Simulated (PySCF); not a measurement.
# 2-propynal: electronic excitations at several levels of theory, part 2 of 2

PySCF 2.14.0. Atoms count from 0. Earlier steps stand in the parts before.

## Step 9: Excited states and response: CAM-B3LYP/def2-SVPD

What the job is given:

```
{"job": {"kind": "uv", "xc": "CAM-B3LYP", "basis": "def2-SVPD", "ip": true}, "charge": 0, "multiplicity": 1}
C      0.793256     1.188648     0.679080
C      0.179173     0.253473     0.211102
C     -0.557570    -0.888153    -0.297619
O     -0.897269    -1.014953    -1.445286
H      1.337979     2.024627     1.081169
H     -0.792447    -1.659662     0.475306
```

Level: TDDFT CAM-B3LYP/def2-SVPD, vertical, gas phase, core orbitals frozen in the response.

What it wrote:

```text
coarse grid: 5584 points
cycle   1  E = -190.2484495328  dE =  6.203e-01  |g| = 7.801e-01  |ddm| = 6.414e+00
cycle   2  E = -189.9968100892  dE =  2.516e-01  |g| = 1.417e+00  |ddm| = 3.017e+00
cycle   3  E = -190.3799010994  dE = -3.831e-01  |g| = 6.915e-02  |ddm| = 1.787e+00
cycle   4  E = -190.3808742022  dE = -9.731e-04  |g| = 4.224e-02  |ddm| = 2.123e-01
cycle   5  E = -190.3812760404  dE = -4.018e-04  |g| = 1.197e-02  |ddm| = 8.959e-02
cycle   6  E = -190.3813027662  dE = -2.673e-05  |g| = 6.377e-03  |ddm| = 2.114e-02
cycle   7  E = -190.3813141209  dE = -1.135e-05  |g| = 1.298e-03  |ddm| = 1.645e-02
cycle   8  E = -190.3813147823  dE = -6.614e-07  |g| = 2.905e-04  |ddm| = 3.782e-03
final grid: 55576 points
cycle   9  E = -190.4252091423  dE = -1.203e-05  |g| = 1.649e-03  |ddm| = 5.112e-02
cycle  10  E = -190.4252086894  dE =  4.529e-07  |g| = 2.399e-03  |ddm| = 5.132e-03
cycle  11  E = -190.4252097723  dE = -1.083e-06  |g| = 2.822e-04  |ddm| = 2.324e-03
cycle  12  E = -190.4252097889  dE = -1.654e-08  |g| = 6.561e-05  |ddm| = 6.493e-04
cycle  13  E = -190.4252097897  dE = -8.441e-10  |g| = 4.620e-05  |ddm| = 1.967e-04
cycle  14  E = -190.4252097903  dE = -5.456e-10  |g| = 5.677e-06  |ddm| = 6.535e-05
converged SCF energy = -190.4252097903

Static polarisability (au): isotropic 38.111, principal 24.725 31.785 57.824

Singlet excitations
state   eV       nm        f      main configurations
  1   3.8799    319.6   0.00030   H->L 0.96
  2   4.9088    252.6   0.00000   H-2->L 0.97
  3   5.8086    213.4   0.10382   H-1->L 0.78, H-2->L+1 0.10
  4   6.8750    180.3   0.00003   H-1->L+1 0.59, H-1->L+2 0.30
  5   7.4626    166.1   0.00463   H->L+1 0.85, H->L+2 0.10
  6   8.3543    148.4   0.11288   H->L+2 0.35, H-2->L+1 0.28, H->L+3 0.23
  7   8.3581    148.3   0.19873   H-2->L+1 0.42, H->L+2 0.24, H->L+3 0.10
  8   8.5406    145.2   0.05891   H-1->L+2 0.61, H-1->L+1 0.34
  9   8.5645    144.8   0.24755   H-2->L+2 0.69, H-1->L+5 0.13, H-1->L 0.08
 10   8.9183    139.0   0.00210   H-4->L 0.63, H-2->L+5 0.30

Triplet excitations (Tamm-Dancoff, eV): 3.2741 4.0568 4.5745 5.6088
Vertical ionisation energy (delta-SCF) = 10.7666 eV
Vertical electron affinity (delta-SCF) = 0.1153 eV
```

Run time: 24 s. Hardware: 1 thread of Arm Neoverse V2, shared host; peak memory 0.44 GiB.

This run: HOMO -9.79 eV, LUMO -1.12 eV; lowest singlet 3.88 eV.

## Step 10: TDDFT and polarisability: wB97X-D/def2-SVPD

The job, as its differences from that of step 9:

```diff
@@ -1,2 +1,2 @@
-{"job": {"kind": "uv", "xc": "CAM-B3LYP", "basis": "def2-SVPD", "ip": true}, "charge": 0, "multiplicity": 1}
+{"job": {"kind": "uv", "xc": "wB97X-D", "basis": "def2-SVPD", "ip": true}, "charge": 0, "multiplicity": 1}
 C      0.793256     1.188648     0.679080
```

With the program's defaults for keys left out, this is: TDDFT wB97X-D/def2-SVPD, vertical, gas phase, core orbitals frozen in the response.

What it wrote:

```text
coarse grid: 5584 points
cycle   1  E = -190.2702709698  dE =  6.256e-01  |g| = 7.926e-01  |ddm| = 5.550e+00
cycle   2  E = -190.0900370835  dE =  1.802e-01  |g| = 1.301e+00  |ddm| = 2.763e+00
cycle   3  E = -190.4077865811  dE = -3.177e-01  |g| = 6.075e-02  |ddm| = 1.554e+00
cycle   4  E = -190.4086007101  dE = -8.141e-04  |g| = 3.740e-02  |ddm| = 2.244e-01
cycle   5  E = -190.4089116087  dE = -3.109e-04  |g| = 1.313e-02  |ddm| = 9.215e-02
cycle   6  E = -190.4089513515  dE = -3.974e-05  |g| = 5.347e-03  |ddm| = 2.552e-02
cycle   7  E = -190.4089613161  dE = -9.965e-06  |g| = 1.119e-03  |ddm| = 2.087e-02
final grid: 55576 points
cycle   8  E = -190.4442700407  dE = -4.317e-05  |g| = 2.889e-03  |ddm| = 8.772e-02
cycle   9  E = -190.4442713235  dE = -1.283e-06  |g| = 2.393e-03  |ddm| = 1.329e-02
cycle  10  E = -190.4442724390  dE = -1.115e-06  |g| = 1.040e-03  |ddm| = 2.976e-03
cycle  11  E = -190.4442726600  dE = -2.211e-07  |g| = 2.164e-04  |ddm| = 1.950e-03
cycle  12  E = -190.4442726858  dE = -2.577e-08  |g| = 8.625e-05  |ddm| = 6.142e-04
cycle  13  E = -190.4442726894  dE = -3.577e-09  |g| = 5.531e-05  |ddm| = 2.233e-04
cycle  14  E = -190.4442726908  dE = -1.429e-09  |g| = 1.625e-05  |ddm| = 1.123e-04
cycle  15  E = -190.4442726910  dE = -1.781e-10  |g| = 4.246e-06  |ddm| = 4.230e-05
converged SCF energy = -190.4442726910

Static polarisability (au): isotropic 38.384, principal 25.180 32.034 57.939

Singlet excitations
state   eV       nm        f      main configurations
  1   3.8950    318.3   0.00030   H->L 0.97
  2   4.9211    251.9   0.00000   H-2->L 0.98
  3   5.8339    212.5   0.10871   H-1->L 0.79, H-2->L+1 0.14
  4   6.9663    178.0   0.00002   H-1->L+1 0.79, H-1->L+2 0.15
  5   7.5067    165.2   0.00273   H->L+1 0.92
  6   8.4725    146.3   0.41327   H-2->L+1 0.60, H-1->L+5 0.15, H-1->L 0.12
  7   8.5222    145.5   0.02809   H->L+2 0.64, H->L+3 0.30
  8   8.6813    142.8   0.14221   H-2->L+2 0.80
  9   8.7340    142.0   0.07593   H-1->L+2 0.78, H-1->L+1 0.15
 10   8.9594    138.4   0.00173   H-4->L 0.70, H-2->L+5 0.24

Triplet excitations (Tamm-Dancoff, eV): 3.3310 4.1334 4.6348 5.7521
Vertical ionisation energy (delta-SCF) = 10.7215 eV
Vertical electron affinity (delta-SCF) = 0.0309 eV
```

Run time: 22 s. Hardware: 1 thread of Arm Neoverse V2, shared host; peak memory 0.44 GiB.

Key values: HOMO -10.25 eV, LUMO -0.46 eV; lowest singlet 3.90 eV.

## Step 11: TDDFT and polarisability: LC-wPBE/def2-SVPD

The job, as its differences from that of step 10:

```diff
@@ -1,2 +1,2 @@
-{"job": {"kind": "uv", "xc": "wB97X-D", "basis": "def2-SVPD", "ip": true}, "charge": 0, "multiplicity": 1}
+{"job": {"kind": "uv", "xc": "LC-wPBE", "basis": "def2-SVPD", "ip": true}, "charge": 0, "multiplicity": 1}
 C      0.793256     1.188648     0.679080
```

Level: TDDFT LC-wPBE/def2-SVPD, vertical, gas phase, core orbitals frozen in the response.

What it wrote:

```text
coarse grid: 5584 points
cycle   1  E = -190.1896947618  dE =  6.544e-01  |g| = 8.093e-01  |ddm| = 5.404e+00
cycle   2  E = -190.0733701017  dE =  1.163e-01  |g| = 1.203e+00  |ddm| = 2.687e+00
cycle   3  E = -190.3352795170  dE = -2.619e-01  |g| = 5.663e-02  |ddm| = 1.424e+00
cycle   4  E = -190.3361410868  dE = -8.616e-04  |g| = 3.493e-02  |ddm| = 2.745e-01
cycle   5  E = -190.3364439559  dE = -3.029e-04  |g| = 1.364e-02  |ddm| = 1.214e-01
cycle   6  E = -190.3364978398  dE = -5.388e-05  |g| = 5.056e-03  |ddm| = 3.244e-02
cycle   7  E = -190.3365101017  dE = -1.226e-05  |g| = 1.425e-03  |ddm| = 2.187e-02
cycle   8  E = -190.3365117729  dE = -1.671e-06  |g| = 3.567e-04  |ddm| = 5.371e-03
final grid: 55576 points
cycle   9  E = -190.3775548445  dE = -9.905e-06  |g| = 2.247e-03  |ddm| = 8.003e-02
cycle  10  E = -190.3775546639  dE =  1.806e-07  |g| = 2.852e-03  |ddm| = 1.058e-02
cycle  11  E = -190.3775561068  dE = -1.443e-06  |g| = 2.487e-04  |ddm| = 2.774e-03
cycle  12  E = -190.3775561308  dE = -2.400e-08  |g| = 1.142e-04  |ddm| = 1.496e-03
cycle  13  E = -190.3775561371  dE = -6.284e-09  |g| = 6.804e-05  |ddm| = 4.093e-04
cycle  14  E = -190.3775561388  dE = -1.727e-09  |g| = 2.042e-05  |ddm| = 1.309e-04
cycle  15  E = -190.3775561394  dE = -5.718e-10  |g| = 4.915e-06  |ddm| = 8.557e-05
converged SCF energy = -190.3775561394

Static polarisability (au): isotropic 37.002, principal 24.209 30.941 55.856

Singlet excitations
state   eV       nm        f      main configurations
  1   3.9192    316.4   0.00030   H->L 0.94
  2   5.1262    241.9   0.00000   H-2->L 0.95
  3   6.0073    206.4   0.09547   H-1->L 0.75, H-2->L+2 0.11
  4   6.9681    177.9   0.00001   H-1->L+2 0.50, H-1->L+1 0.25, H-1->L+3 0.18
  5   7.9728    155.5   0.00561   H->L+1 0.58, H->L+2 0.34
  6   8.7493    141.7   0.57229   H-2->L+1 0.30, H-1->L 0.19, H-2->L+2 0.15
  7   9.0065    137.7   0.00302   H->L+3 0.36, H-2->L+1 0.21, H->L+2 0.12
  8   9.0665    136.7   0.07555   H-2->L+1 0.28, H-2->L+2 0.23, H->L+3 0.19
  9   9.1084    136.1   0.05875   H-1->L+1 0.39, H-4->L 0.31, H-1->L+2 0.13
 10   9.1238    135.9   0.01789   H-4->L 0.45, H-1->L+1 0.24, H-1->L+2 0.12

Triplet excitations (Tamm-Dancoff, eV): 3.2592 4.1023 4.6962 5.5145
Vertical ionisation energy (delta-SCF) = 10.8498 eV
```

Wall time 23 s (1 thread of Arm Neoverse V2, shared host); peak memory 0.44 GiB.

This run: HOMO -11.12 eV, LUMO 0.07 eV; lowest singlet 3.92 eV.

## Step 12: TDDFT and polarisability: PBE0/6-31G*

The job, as its differences from that of step 11:

```diff
@@ -1,2 +1,2 @@
-{"job": {"kind": "uv", "xc": "LC-wPBE", "basis": "def2-SVPD", "ip": true}, "charge": 0, "multiplicity": 1}
+{"job": {"kind": "uv", "xc": "PBE0", "basis": "6-31G*"}, "charge": 0, "multiplicity": 1}
 C      0.793256     1.188648     0.679080
```

Method: TDDFT PBE0/6-31G*, vertical, gas phase, core orbitals frozen in the response.

What it wrote:

```text
coarse grid: 5584 points
cycle   1  E = -190.3267180739  dE =  6.235e-01  |g| = 7.631e-01  |ddm| = 2.723e+00
cycle   2  E = -189.9005419368  dE =  4.262e-01  |g| = 1.627e+00  |ddm| = 2.620e+00
cycle   3  E = -190.4473089575  dE = -5.468e-01  |g| = 1.197e-01  |ddm| = 1.960e+00
cycle   4  E = -190.4506985401  dE = -3.390e-03  |g| = 5.575e-02  |ddm| = 1.769e-01
cycle   5  E = -190.4514571205  dE = -7.586e-04  |g| = 1.628e-02  |ddm| = 5.835e-02
cycle   6  E = -190.4515012737  dE = -4.415e-05  |g| = 9.806e-03  |ddm| = 1.825e-02
cycle   7  E = -190.4515250804  dE = -2.381e-05  |g| = 1.924e-03  |ddm| = 7.944e-03
cycle   8  E = -190.4515258517  dE = -7.712e-07  |g| = 4.501e-04  |ddm| = 2.460e-03
final grid: 55576 points
cycle   9  E = -190.4174334566  dE = -3.443e-07  |g| = 8.855e-03  |ddm| = 1.418e-02
cycle  10  E = -190.4173821329  dE =  5.132e-05  |g| = 1.833e-02  |ddm| = 2.050e-02
cycle  11  E = -190.4174499515  dE = -6.782e-05  |g| = 8.270e-04  |ddm| = 1.504e-02
cycle  12  E = -190.4174501315  dE = -1.799e-07  |g| = 5.604e-05  |ddm| = 1.089e-03
cycle  13  E = -190.4174501314  dE =  4.951e-11  |g| = 5.964e-05  |ddm| = 1.044e-04
cycle  14  E = -190.4174501323  dE = -8.771e-10  |g| = 1.971e-05  |ddm| = 5.879e-05
converged SCF energy = -190.4174501323

Static polarisability (au): isotropic 28.898, principal 13.127 21.541 52.028

Singlet excitations
state   eV       nm        f      main configurations
  1   3.8260    324.1   0.00006   H->L 0.98
  2   4.8786    254.1   0.00003   H-1->L 0.99
  3   5.9058    209.9   0.10669   H-2->L 0.80, H-1->L+1 0.16
  4   7.1456    173.5   0.00000   H-2->L+1 0.98
  5   7.2749    170.4   0.00490   H->L+1 0.96
  6   8.7944    141.0   0.36408   H-1->L+1 0.52, H-2->L+3 0.29, H-2->L 0.12
  7   8.9514    138.5   0.00376   H-4->L 0.90
  8   9.1892    134.9   0.00150   H->L+3 0.86
  9   9.3484    132.6   0.10693   H-3->L 0.84
 10   9.4796    130.8   0.00137   H-1->L+3 0.85

Triplet excitations (Tamm-Dancoff, eV): 3.1724 3.9602 4.4902 5.6089
```

Run time: 1.9 s. Hardware: 1 thread of Arm Neoverse V2, shared host; peak memory 0.44 GiB.

In short: HOMO -7.91 eV, LUMO -1.82 eV; lowest singlet 3.83 eV.

## Step 13: TDDFT and polarisability: PBE0/def2-SVP

The job, as its differences from that of step 12:

```diff
@@ -1,2 +1,2 @@
-{"job": {"kind": "uv", "xc": "PBE0", "basis": "6-31G*"}, "charge": 0, "multiplicity": 1}
+{"job": {"kind": "uv", "xc": "PBE0", "basis": "def2-SVP"}, "charge": 0, "multiplicity": 1}
 C      0.793256     1.188648     0.679080
```

Level: TDDFT PBE0/def2-SVP, vertical, gas phase, core orbitals frozen in the response.

What it wrote:

```text
coarse grid: 5584 points
cycle   1  E = -190.1235474081  dE =  5.878e-01  |g| = 7.585e-01  |ddm| = 2.819e+00
cycle   2  E = -189.6825953720  dE =  4.410e-01  |g| = 1.643e+00  |ddm| = 2.606e+00
cycle   3  E = -190.2428701254  dE = -5.603e-01  |g| = 1.102e-01  |ddm| = 1.982e+00
cycle   4  E = -190.2455854047  dE = -2.715e-03  |g| = 5.708e-02  |ddm| = 1.673e-01
cycle   5  E = -190.2463971596  dE = -8.118e-04  |g| = 1.587e-02  |ddm| = 6.076e-02
cycle   6  E = -190.2464386335  dE = -4.147e-05  |g| = 9.674e-03  |ddm| = 1.735e-02
cycle   7  E = -190.2464619100  dE = -2.328e-05  |g| = 1.816e-03  |ddm| = 7.827e-03
cycle   8  E = -190.2464625911  dE = -6.810e-07  |g| = 4.431e-04  |ddm| = 2.387e-03
final grid: 55576 points
cycle   9  E = -190.2817133643  dE =  1.142e-06  |g| = 9.220e-03  |ddm| = 1.487e-02
cycle  10  E = -190.2816558369  dE =  5.753e-05  |g| = 1.929e-02  |ddm| = 2.304e-02
cycle  11  E = -190.2817307209  dE = -7.488e-05  |g| = 6.470e-04  |ddm| = 1.666e-02
cycle  12  E = -190.2817308321  dE = -1.112e-07  |g| = 6.659e-05  |ddm| = 8.526e-04
cycle  13  E = -190.2817308326  dE = -5.057e-10  |g| = 5.312e-05  |ddm| = 1.074e-04
cycle  14  E = -190.2817308333  dE = -6.869e-10  |g| = 1.915e-05  |ddm| = 5.340e-05
converged SCF energy = -190.2817308333

Static polarisability (au): isotropic 30.228, principal 15.290 22.914 52.482

Singlet excitations
state   eV       nm        f      main configurations
  1   3.7667    329.2   0.00012   H->L 0.98
  2   4.9121    252.4   0.00004   H-1->L 0.99
  3   5.9156    209.6   0.10497   H-2->L 0.80, H-1->L+1 0.17
  4   7.0967    174.7   0.00001   H-2->L+1 0.98
  5   7.1177    174.2   0.00534   H->L+1 0.96
  6   8.7299    142.0   0.39167   H-1->L+1 0.52, H-2->L+3 0.31, H-2->L 0.13
  7   8.8639    139.9   0.00434   H-4->L 0.85
  8   9.0019    137.7   0.00072   H->L+3 0.89
  9   9.2168    134.5   0.09411   H-3->L 0.46, H->L+4 0.39, H->L+2 0.10
 10   9.4070    131.8   0.00120   H-1->L+3 0.92

Triplet excitations (Tamm-Dancoff, eV): 3.0991 3.9902 4.5262 5.6010
```

Run time: 2 s. Hardware: 1 thread of Arm Neoverse V2, shared host; peak memory 0.44 GiB.

This run: HOMO -8.05 eV, LUMO -2.02 eV; lowest singlet 3.77 eV.

## Step 14: TDDFT and polarisability: PBE0/def2-TZVP

The job, as its differences from that of step 13:

```diff
@@ -1,2 +1,2 @@
-{"job": {"kind": "uv", "xc": "PBE0", "basis": "def2-SVP"}, "charge": 0, "multiplicity": 1}
+{"job": {"kind": "uv", "xc": "PBE0", "basis": "def2-TZVP"}, "charge": 0, "multiplicity": 1}
 C      0.793256     1.188648     0.679080
```

With the program's defaults for keys left out, this is: TDDFT PBE0/def2-TZVP, vertical, gas phase, core orbitals frozen in the response.

What it wrote:

```text
coarse grid: 5584 points
cycle   1  E = -190.3819708160  dE =  6.117e-01  |g| = 7.752e-01  |ddm| = 2.276e+00
cycle   2  E = -189.9373934813  dE =  4.446e-01  |g| = 1.684e+00  |ddm| = 6.085e+00
cycle   3  E = -190.4983528136  dE = -5.610e-01  |g| = 1.355e-01  |ddm| = 5.299e+00
cycle   4  E = -190.5022431397  dE = -3.890e-03  |g| = 6.631e-02  |ddm| = 1.658e-01
cycle   5  E = -190.5032565143  dE = -1.013e-03  |g| = 1.898e-02  |ddm| = 8.746e-02
cycle   6  E = -190.5033174188  dE = -6.090e-05  |g| = 1.096e-02  |ddm| = 2.260e-02
cycle   7  E = -190.5033463757  dE = -2.896e-05  |g| = 1.993e-03  |ddm| = 1.187e-02
cycle   8  E = -190.5033471699  dE = -7.942e-07  |g| = 4.779e-04  |ddm| = 5.592e-03
final grid: 55576 points
cycle   9  E = -190.4982366337  dE = -1.003e-05  |g| = 9.459e-03  |ddm| = 8.585e-02
cycle  10  E = -190.4981798845  dE =  5.675e-05  |g| = 1.974e-02  |ddm| = 2.745e-02
cycle  11  E = -190.4982531668  dE = -7.328e-05  |g| = 9.442e-04  |ddm| = 2.389e-02
cycle  12  E = -190.4982533568  dE = -1.900e-07  |g| = 1.477e-04  |ddm| = 2.627e-03
cycle  13  E = -190.4982533621  dE = -5.325e-09  |g| = 2.338e-05  |ddm| = 2.100e-04
cycle  14  E = -190.4982533622  dE = -1.103e-10  |g| = 1.198e-05  |ddm| = 4.758e-05
converged SCF energy = -190.4982533622

Static polarisability (au): isotropic 35.733, principal 21.131 28.648 57.420

Singlet excitations
state   eV       nm        f      main configurations
  1   3.7920    327.0   0.00019   H->L 0.98
  2   4.8153    257.5   0.00001   H-1->L 0.99
  3   5.7900    214.1   0.11176   H-2->L 0.81, H-1->L+1 0.16
  4   6.9805    177.6   0.00000   H-2->L+1 0.98
  5   7.0218    176.6   0.00215   H->L+1 0.97
  6   8.4499    146.7   0.42888   H-1->L+1 0.55, H-2->L+4 0.26, H-2->L 0.12
  7   8.7722    141.3   0.00166   H->L+4 0.79, H-4->L 0.13
  8   8.8380    140.3   0.06029   H->L+3 0.65, H->L+2 0.25
  9   8.8904    139.5   0.00096   H-4->L 0.65, H->L+4 0.17, H-1->L+4 0.16
 10   9.1200    135.9   0.03823   H-3->L 0.54, H->L+2 0.33

Triplet excitations (Tamm-Dancoff, eV): 3.1596 3.9493 4.4416 5.5525
```

Run time: 5 s. Hardware: 1 thread of Arm Neoverse V2, shared host; peak memory 0.5 GiB.

This run: HOMO -8.23 eV, LUMO -2.21 eV; lowest singlet 3.79 eV.

## Step 15: Comparing the runs: electronic excitations

Excitations and ground-state properties, with basis size and wall time:

| run | lowest singlet (eV) | brightest (eV) | f | gap (eV) | α (Å³) | μ (D) | functions | time |
| --- | --- | --- | --- | --- | --- | --- | --- | --- |
| HF/def2-SVPD | 4.52 | 8.84 | 0.620 | 13.38 | 5.43 | 3.32 | 99 | 2.9 s |
| LDA/def2-SVPD | 3.36 | 7.97 | 0.190 | 3.09 | 5.90 | 3.00 | 99 | 8.4 s |
| PBE/def2-SVPD | 3.47 | 7.86 | 0.155 | 3.23 | 5.87 | 2.91 | 99 | 18 s |
| B3LYP/def2-SVPD | 3.75 | 8.09 | 0.213 | 5.49 | 5.75 | 3.03 | 99 | 18 s |
| PBE0/def2-SVPD | 3.78 | 8.32 | 0.304 | 5.99 | 5.67 | 3.01 | 99 | 17 s |
| BHandHLYP/def2-SVPD | 4.07 | 8.51 | 0.379 | 8.85 | 5.56 | 3.15 | 99 | 16 s |
| CAM-B3LYP/def2-SVPD | 3.88 | 8.56 | 0.248 | 8.67 | 5.65 | 3.06 | 99 | 24 s |
| wB97X-D/def2-SVPD | 3.90 | 8.47 | 0.413 | 9.80 | 5.69 | 3.04 | 99 | 22 s |
| LC-wPBE/def2-SVPD | 3.92 | 8.75 | 0.572 | 11.20 | 5.48 | 3.00 | 99 | 23 s |
| PBE0/6-31G* | 3.83 | 8.79 | 0.364 | 6.10 | 4.28 | 2.86 | 60 | 1.9 s |
| PBE0/def2-SVP | 3.77 | 8.73 | 0.392 | 6.03 | 4.48 | 2.81 | 66 | 2 s |
| PBE0/def2-TZVP | 3.79 | 8.45 | 0.429 | 6.02 | 5.30 | 2.92 | 136 | 5 s |

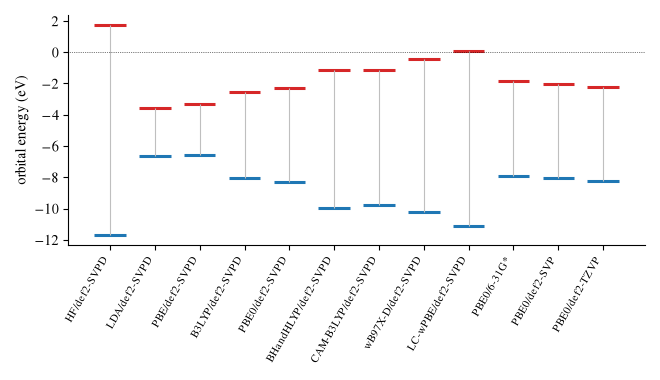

HOMO (blue) and LUMO (red) run by run.

Measured dipole: 2.78 D (gas; NIST CCCBDB Release 22 (SRD 101), experimental dipoles).

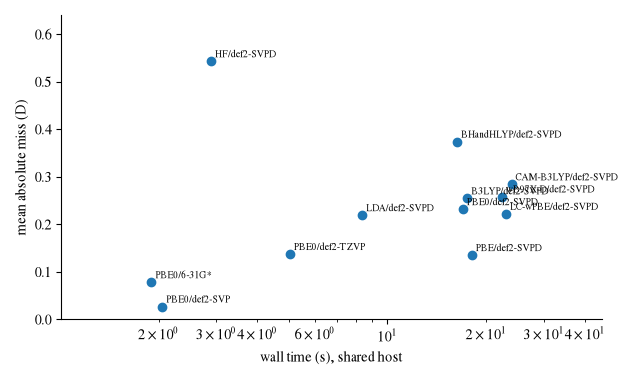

Cost against miss for the measured dipole.

## Step 16: Summary of results

The summary covers parts 1 to 2.

```
                                quantity                        value
                             point group                           Cs
    rotational constants (main isotopes)        68.46, 4.80, 4.49 GHz
           lowest singlet (HF/def2-SVPD)  4.52 eV (274 nm), f = 0.000
brightest single state of those computed  state 5, 8.84 eV, f = 0.620
                          lowest triplet                      3.74 eV
             range of the lowest singlet              3.36 to 4.52 eV
```

In words: Single values in the summary come from the first run of each kind that ended normally (HF/def2-SVPD), which need not be the best level. The start was shaken at random, so part of the energy gained undoes that. Relaxing lowered the energy by 0.387 eV in 10 steps; the close pair that moved most is C2–O3, from 1.148 to 1.204 Å. The lowest computed singlet (4.52 eV) lies 1.28 eV from the lowest measured one (3.24 eV): they may be different states (doubly excited ones can't be computed here), or differ by the method's error or as vertical against adiabatic energies. The lowest computed triplet (3.74 eV) lies 0.75 eV from the lowest measured one (2.99 eV): they may be different states (doubly excited ones can't be computed here), or differ by the method's error or as vertical against adiabatic energies. The dipole moment, 3.32 D, compares with 2.78 D measured. The lowest singlet runs from 3.36 eV (LDA/def2-SVPD) to 4.52 eV (HF/def2-SVPD), while the orbital gap spans 3.09 to 13.38 eV. The lowest state need not be the same one in every run. For the measured dipole, PBE0/def2-SVP misses least (0.03 D, 2 s) and HF/def2-SVPD most (0.54 D, 2.9 s); the quickest, PBE0/6-31G*, misses by 0.08 D in 1.9 s. One molecule ranks no method: errors cancel, and vibration and temperature are missing from all runs.
